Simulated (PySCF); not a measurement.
H₅ClGeO₂Si, SMILES O[Si](O)(Cl)[GeH3], singlet at its CAM-B3LYP/def2-SVP optimised geometry (Å):

```
10

O      0.9690    -0.9728     0.0000
Si    -0.6731    -0.9728     0.0000
O     -1.1895    -1.6789     1.4012
Cl    -1.4231     0.9728     0.0000
Ge    -1.3807    -2.0623    -1.9718
H      1.4231    -0.7018     0.8071
H     -2.0182    -1.3823     1.7922
H     -2.9161    -2.0845    -2.0221
H     -0.8631    -1.3190    -3.2096
H     -0.8699    -3.5093    -2.0028
```

Calculation: CAM-B3LYP/def2-TZVP run with PySCF. Cells within 0.4 Å of a nucleus heavier than hydrogen are left out (blank, or x).

Map of the Laplacian of the electron density (e/bohr⁵), clipped to [-1.50, 1.50] on the plane z = 0.0 Å:

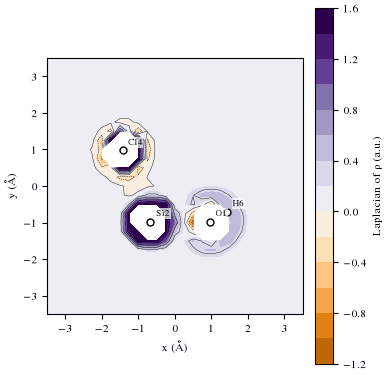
*Laplacian of the electron density (e/bohr⁵), clipped to [-1.50, 1.50] on the plane z = 0.0 Å.*
